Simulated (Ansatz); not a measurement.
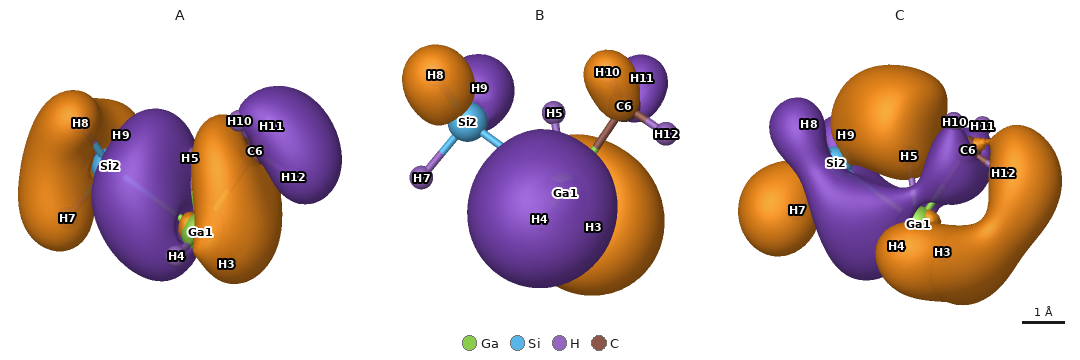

Figure 1: CH9GaSi. Three frontier orbitals at ±0.06 Å⁻³ᐟ² (orange and purple are the two phases), in no order.

A transition-state structure; geometry: PBE0-D4/def2-TZVP.

Theory: Ansatz 0.2.0, RKS PBE0-D4/def2-TZVPP.

```
atom    x (Å)    y (Å)    z (Å)
  Ga  -1.0090  -0.7696  -0.0182
  Si  -0.3863   1.7737   0.1660
   H  -1.6355  -0.8852  -1.4333
   H  -1.5051  -1.1302   1.4075
   H   0.4258   0.0676  -0.0121
   C   1.0900  -1.3330  -0.1623
   H  -1.7770   2.2758   0.3503
   H   0.4148   2.2122   1.3416
   H   0.1745   2.4115  -1.0564
   H   1.7111  -1.1850   0.7209
   H   1.6281  -1.0365  -1.0628
   H   0.8685  -2.4015  -0.2412
```

Which picture is the HOMO−1, the HOMO and the LUMO?

Answer. B is the HOMO−1 (−8.72 eV). By Hirshfeld shares it lies mainly on Ga1 (about 35 %), H4 (about 25 %) and H3 (about 25 %). A is the HOMO (−6.88 eV). Its weight (Hirshfeld) is mainly on Si2 (about 30 %), C6 (about 25 %), Ga1 (about 20 %) and H5 (about 5 %). C is the LUMO (−0.77 eV). By Hirshfeld shares it lies mainly on Si2 (about 25 %), Ga1 (about 25 %), H5 (about 10 %), C6 (about 10 %) and H7 (about 5 %).

What is the HOMO–LUMO gap?

Answer. 6.11 eV between the orbital energies.
